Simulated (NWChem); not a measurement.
# One shape, several levels: Si2NH6Br (SMILES N[SiH]([SiH3])Br)

Aim: a comparison of 4 runs (HF/STO-3G, HF/3-21G, B3LYP/6-31G*) of Si2NH6Br. 

Program for the calculation: NWChem 7.3.0.

## Step 1: Starting point

Si2NH6Br has 10 atoms, charge 0, and is taken as a singlet. As SMILES, `N[SiH]([SiH3])Br`. The shape is that of a PBE0-D4/def2-TZVP optimisation. This is one conformer, not always the lowest.

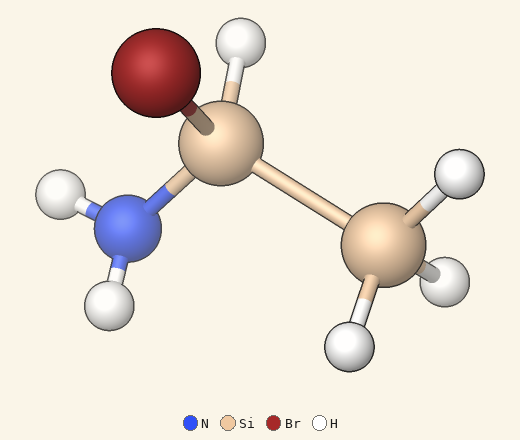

The structure, seen from a chosen angle (nitrogen blue, silicon light orange, bromine red, hydrogen white).

## Step 2: Energy and forces at HF/STO-3G (run 1)

File brh6nsi2.nw:

```
start brh6nsi2
memory total 2200 mb
geometry units angstroms noautosym nocenter noautoz
 N       -0.486400       1.721600       0.104000
 Si      -0.488500       0.105600       0.652600
 Si       1.071100      -1.148300      -0.550800
 Br      -2.453900      -0.971700       0.391600
 H       -0.524100       1.921200      -0.883100
 H       -0.965500       2.433100       0.634000
 H       -0.265800       0.138100       2.117500
 H        0.972400      -2.578700      -0.163700
 H        0.770200      -1.010900      -2.002000
 H        2.453600      -0.660900      -0.297000
end
basis spherical bse
 * library STO-3G
end
scf
 thresh 1e-08
 maxiter 80
 print low
end
task scf gradient
```

Run with:

```bash
$ nwchem brh6nsi2.nw > brh6nsi2.out
```

The program printed:

```text
[...]
  functions       =    47
[...]
  wavefunction    = RHF
[...]
         Total SCF energy =  -3173.179061561895
      One-electron energy =  -5231.520775001439
      Two-electron energy =   1660.643394699318
 Nuclear repulsion energy =    397.698318740226
        Time for solution =      7.3s
[...]
                         RHF ENERGY GRADIENTS
    atom               coordinates                        gradient
                 x          y          z           x          y          z
   1 N      -0.919163   3.253352   0.196532   -0.005622   0.005130  -0.005511
   2 Si     -0.923131   0.199555   1.233235   -0.015850   0.029489  -0.013404
   3 Si      2.024086  -2.169972  -1.040861   -0.004153   0.000540   0.003701
   4 Br     -4.637199  -1.836247   0.740017   -0.006740  -0.009214  -0.001744
   5 H      -0.990405   3.630542  -1.668817    0.002677  -0.003069   0.008549
   6 H      -1.824530   4.597892   1.198086    0.005962  -0.006841  -0.002398
   7 H      -0.502289   0.260971   4.001495    0.003753  -0.000211   0.028889
   8 H       1.837570  -4.873036  -0.309348   -0.003008  -0.031374   0.008887
   9 H       1.455467  -1.910324  -3.783231   -0.007865   0.004010  -0.032710
  10 H       4.636632  -1.248920  -0.561249    0.030847   0.011540   0.005740
[...]
```

Run time: 11 s. Hardware: 1 thread of Intel Xeon Platinum 8259CL at 2.50GHz (Skylake/Cascade Lake), shared host; peak memory 0.1 GiB.

## Step 3: Energy and forces at HF/3-21G (run 2)

File test.nw:

```
start test
title "BrH6NSi2 hf"
memory stack 880 mb heap 220 mb global 1100 mb

geometry units angstroms noautosym nocenter noautoz
N       -0.486400       1.721600       0.104000
Si      -0.488500       0.105600       0.652600
Si       1.071100      -1.148300      -0.550800
Br      -2.453900      -0.971700       0.391600
H       -0.524100       1.921200      -0.883100
H       -0.965500       2.433100       0.634000
H       -0.265800       0.138100       2.117500
H        0.972400      -2.578700      -0.163700
H        0.770200      -1.010900      -2.002000
H        2.453600      -0.660900      -0.297000
end

basis "ao basis" spherical bse
* library 3-21G
end

scf
thresh 1e-08
maxiter 80
print low
end

task scf gradient
```

Run with:

```bash
$ nwchem test.nw > test.out
```

The program printed:

```text
[...]
  functions       =    69
[...]
  wavefunction    = RHF
[...]
         Total SCF energy =  -3192.522141670121
      One-electron energy =  -5240.179641470386
      Two-electron energy =   1649.959181060039
 Nuclear repulsion energy =    397.698318740226
        Time for solution =      7.3s
[...]
                         RHF ENERGY GRADIENTS
    atom               coordinates                        gradient
                 x          y          z           x          y          z
   1 N      -0.919163   3.253352   0.196532    0.014312  -0.020078   0.011574
   2 Si     -0.923131   0.199555   1.233235   -0.026136   0.002115  -0.016911
   3 Si      2.024086  -2.169972  -1.040861   -0.005283   0.003657   0.003345
   4 Br     -4.637199  -1.836247   0.740017    0.029164   0.015087   0.003927
   5 H      -0.990405   3.630542  -1.668817   -0.005341  -0.001169  -0.003515
   6 H      -1.824530   4.597892   1.198086   -0.005861   0.000334   0.000621
   7 H      -0.502289   0.260971   4.001495   -0.001611   0.000894   0.001843
   8 H       1.837570  -4.873036  -0.309348    0.000041  -0.000289  -0.000305
   9 H       1.455467  -1.910324  -3.783231    0.000123  -0.000113  -0.000183
  10 H       4.636632  -1.248920  -0.561249    0.000592  -0.000436  -0.000396
[...]
```

Run time: 11 s. Hardware: 1 thread of Intel Xeon Platinum 8259CL at 2.50GHz (Skylake/Cascade Lake), shared host; peak memory 0.1 GiB.

## Step 4: Energy and forces at B3LYP/6-31G(d) (spherical functions) (run 3)

File calc.nw:

```
start calc
memory 2200 mb
geometry units angstroms noautosym nocenter noautoz
   N     -0.486400     1.721600     0.104000
   Si    -0.488500     0.105600     0.652600
   Si     1.071100    -1.148300    -0.550800
   Br    -2.453900    -0.971700     0.391600
   H     -0.524100     1.921200    -0.883100
   H     -0.965500     2.433100     0.634000
   H     -0.265800     0.138100     2.117500
   H      0.972400    -2.578700    -0.163700
   H      0.770200    -1.010900    -2.002000
   H      2.453600    -0.660900    -0.297000
end
basis spherical bse
   N library 6-31G*
   Si library 6-31G*
   Br library 6-31G*
   H library 6-31G*
end
dft
   xc b3lyp
   grid fine
   convergence energy 1e-08
   maxiter 100
   mulliken
   noprint "final vectors analysis"
end
task dft gradient
```

Run with:

```bash
$ nwchem calc.nw > calc.out
```

The program printed:

```text
[...]
          Wavefunction type:  closed shell.
          No. of atoms     :    10
          No. of electrons :    76
[...]
          Charge           :     0
          Spin multiplicity:     1
[...]
          AO basis - number of functions:    94
[...]
              XC Information
              --------------
                         B3LYP Method XC Potential
                     Hartree-Fock (Exact) Exchange  0.200
                        Slater Exchange Functional  0.800 local
                    Becke 1988 Exchange Functional  0.720 non-local
              Lee-Yang-Parr Correlation Functional  0.810
                  VWN I RPA Correlation Functional  0.190 local
[...]
 d= 0,ls=0.0,diis     1  -3211.2294763713 -3.61D+03  1.09D-02  4.79D-01     6.6
[...]
 d= 0,ls=0.0,diis     8  -3211.2875728183 -6.08D-09  2.69D-06  4.40D-08    38.3
         Total DFT energy =    -3211.287572818270
      One electron energy =    -5256.127023430173
           Coulomb energy =     1789.598877396097
    Exchange-Corr. energy =     -142.457745524421
 Nuclear repulsion energy =      397.698318740226
[...]
  wavefunction    = closed shell
                         DFT ENERGY GRADIENTS
    atom               coordinates                        gradient
                 x          y          z           x          y          z
   1 N      -0.919163   3.253352   0.196532   -0.003380  -0.005251   0.000314
   2 Si     -0.923131   0.199555   1.233235   -0.004741   0.005572  -0.003802
   3 Si      2.024086  -2.169972  -1.040861   -0.001042   0.000162   0.000293
   4 Br     -4.637199  -1.836247   0.740017    0.008438   0.004333   0.000355
   5 H      -0.990405   3.630542  -1.668817    0.000196  -0.001265   0.005015
   6 H      -1.824530   4.597892   1.198086    0.002445  -0.003900  -0.002631
   7 H      -0.502289   0.260971   4.001495   -0.000334  -0.000567  -0.000474
   8 H       1.837570  -4.873036  -0.309348   -0.000430   0.000509   0.000194
   9 H       1.455467  -1.910324  -3.783231   -0.000454   0.000275   0.000524
  10 H       4.636632  -1.248920  -0.561249   -0.000698   0.000132   0.000211
[...]
```

It took 57 s on 1 thread of Intel Xeon Platinum 8259CL at 2.50GHz (Skylake/Cascade Lake), shared host; peak memory 0.13 GiB.

## Step 5: Energy and gradient at B3LYP/6-31G(d) (Cartesian functions) (run 4)

File brh6nsi2.nw:

```
start brh6nsi2
memory total 2200 mb
geometry noautosym nocenter noautoz
N       -0.486400       1.721600       0.104000
Si      -0.488500       0.105600       0.652600
Si       1.071100      -1.148300      -0.550800
Br      -2.453900      -0.971700       0.391600
H       -0.524100       1.921200      -0.883100
H       -0.965500       2.433100       0.634000
H       -0.265800       0.138100       2.117500
H        0.972400      -2.578700      -0.163700
H        0.770200      -1.010900      -2.002000
H        2.453600      -0.660900      -0.297000
end
basis cartesian
* library 6-31G*
end
dft
xc b3lyp
grid fine
convergence energy 1e-08
maxiter 100
mulliken
print medium
end
task dft gradient
```

Run with:

```bash
$ nwchem brh6nsi2.nw > brh6nsi2.out
```

The program printed:

```text
[...]
          Wavefunction type:  closed shell.
          No. of atoms     :    10
          No. of electrons :    76
[...]
          Charge           :     0
          Spin multiplicity:     1
[...]
          AO basis - number of functions:   100
[...]
              XC Information
              --------------
                         B3LYP Method XC Potential
                     Hartree-Fock (Exact) Exchange  0.200
                        Slater Exchange Functional  0.800 local
                    Becke 1988 Exchange Functional  0.720 non-local
              Lee-Yang-Parr Correlation Functional  0.810
                  VWN I RPA Correlation Functional  0.190 local
[...]
 d= 0,ls=0.0,diis     1  -3211.2384535715 -3.61D+03  1.17D-02  1.73D+00     6.9
[...]
 d= 0,ls=0.0,diis    10  -3211.3007645451 -2.14D-10  1.61D-07  2.88D-10    51.6
         Total DFT energy =    -3211.300764545067
      One electron energy =    -5255.913462189880
           Coulomb energy =     1789.296018853213
    Exchange-Corr. energy =     -142.381639948627
 Nuclear repulsion energy =      397.698318740226
[...]
  wavefunction    = closed shell
                         DFT ENERGY GRADIENTS
    atom               coordinates                        gradient
                 x          y          z           x          y          z
   1 N      -0.919163   3.253352   0.196532   -0.003476  -0.004944   0.000192
   2 Si     -0.923131   0.199555   1.233235   -0.004954   0.005032  -0.003686
   3 Si      2.024086  -2.169972  -1.040861   -0.001085   0.000145   0.000312
   4 Br     -4.637199  -1.836247   0.740017    0.008727   0.004503   0.000377
   5 H      -0.990405   3.630542  -1.668817    0.000236  -0.001226   0.004982
   6 H      -1.824530   4.597892   1.198086    0.002441  -0.003862  -0.002613
   7 H      -0.502289   0.260971   4.001495   -0.000327  -0.000564  -0.000482
   8 H       1.837570  -4.873036  -0.309348   -0.000429   0.000489   0.000199
   9 H       1.455467  -1.910324  -3.783231   -0.000463   0.000281   0.000505
  10 H       4.636632  -1.248920  -0.561249   -0.000670   0.000146   0.000216
[...]
```

Run time: 70 s. Hardware: 1 thread of Intel Xeon Platinum 8259CL at 2.50GHz (Skylake/Cascade Lake), shared host; peak memory 0.13 GiB.

## Step 6: The series

```csv
run,level,iteration cap,module,energy (Eh),largest force (eV/Å),wall time
1,HF/STO-3G,80,scf,-3173.179062,1.854,11 s
2,HF/3-21G,80,scf,-3192.522142,1.700,11 s
3,B3LYP/6-31G* (spherical functions),100,dft,-3211.287573,0.488,57 s
4,B3LYP/6-31G* (Cartesian functions),100,dft,-3211.300765,0.505,70 s
```

## Step 7: Summary of results

| quantity | value |
| --- | --- |
| run 4: total energy | -3211.30076 Eh |
| run 4: dipole moment | 2.40 D |
| run 4: HOMO energy | -7.37 eV |
| run 4: LUMO energy | -0.06 eV |
| run 4: HOMO–LUMO gap | 7.30 eV |
| run 4: largest force on an atom | 0.505 eV/Å |

**Reading.** In run 1 the basis is minimal, so the values are rough. All runs together took 2.5 min, the longest 70 s.
